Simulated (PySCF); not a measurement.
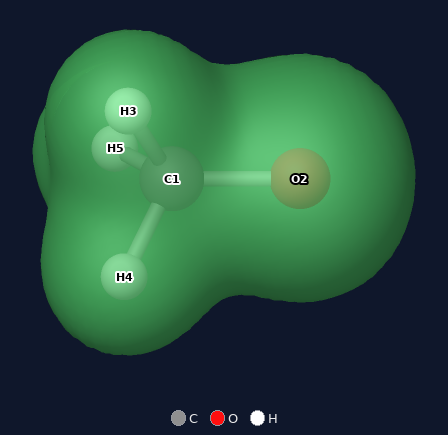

The picture shows: CH3O (charge −1). Isosurface of the electron density at 0.1 e/Å³ (green), seen across its widest extent.

Geometry: PBE0-D3(BJ)/ma-def2-SVP.

Computed with DFT single point, gas phase, functional M06-2X (PySCF 2.14.0, density-fitted response routines).

```xyz
5

C    -0.2745   -0.0363   -0.0321
O     0.9391   -0.3918   -0.4113
H    -0.3724    0.3862    1.0319
H    -1.0710   -0.8646   -0.0313
H    -0.7848    0.7810   -0.6582
```

Question: What does this surface tell about the bonding?

Answer: At this value the surface is in one piece. It bridges the sampled C–O (1.32 Å) and C–H (1.15 Å) contacts, where the density stays above the isovalue. On the grid the lowest density along these lines, outside the cores, is 2.3 e/Å³ (C–O, 1.32 Å) and 1.6 e/Å³ (C–H, 1.15 Å).
